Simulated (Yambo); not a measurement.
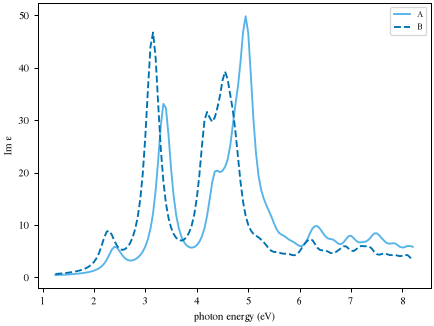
Figure: Two computed absorption spectra of GaP (zinc blende, space group F-43m, No. 216) (Yambo, PBEsol bands with the same scissor, field along x)

Which curve includes the electron-hole attraction (BSE)?

Curve B: the attraction moves weight to lower energy (centre of the plotted range 4.4 eV against 4.9 eV). Settings: 6×6×6 mesh, 6 valence and 10 conduction bands, static screening with 48 bands and a 4 Ry block, scissor 0.62 eV, Tamm-Dancoff. The scissor comes from a G0W0 run whose convergence isn't established. Broadening 0.15 eV. The band window holds all transitions up to 9.8 eV. On this mesh the peak heights and the fine structure are mesh artefacts; only the shift of weight is robust.

The standard potential for Ga keeps a d shell in the valence without the s and p states of that shell. In tests on such compounds this moved G0W0 gaps by up to about 0.9 eV, so absolute quasiparticle energies here are unreliable; differences between settings are what counts.

Spin-orbit coupling is included.

Geometry relaxed with PBEsol; primitive cell a = 3.847 Å, b = 3.847 Å, c = 3.847 Å, α = 60.00°, β = 60.00°, γ = 60.00°.
